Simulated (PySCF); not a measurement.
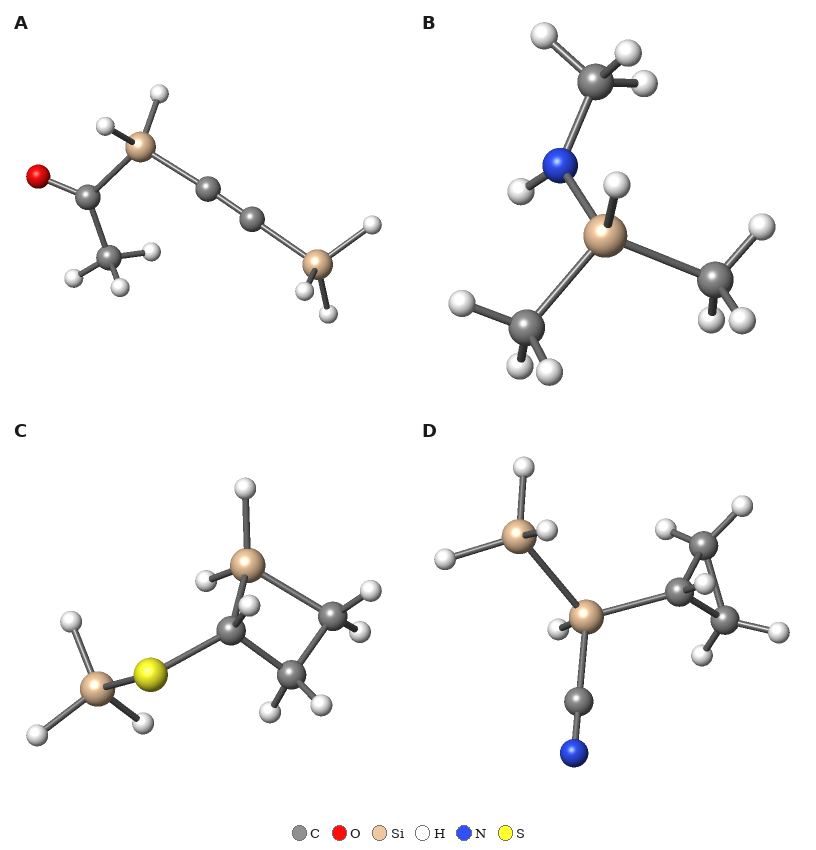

The picture comes from a calculation with PySCF.

Q: Match each picture to its SMILES.
(1) [SiH3]S[C@H]1CC[SiH2]1
(2) CN[SiH](C)C
(3) N#C[Si@@H]([SiH3])C1CC1
(4) CC(=O)[SiH2]C#C[SiH3]

A: A is (4), B is (2), C is (1), D is (3).
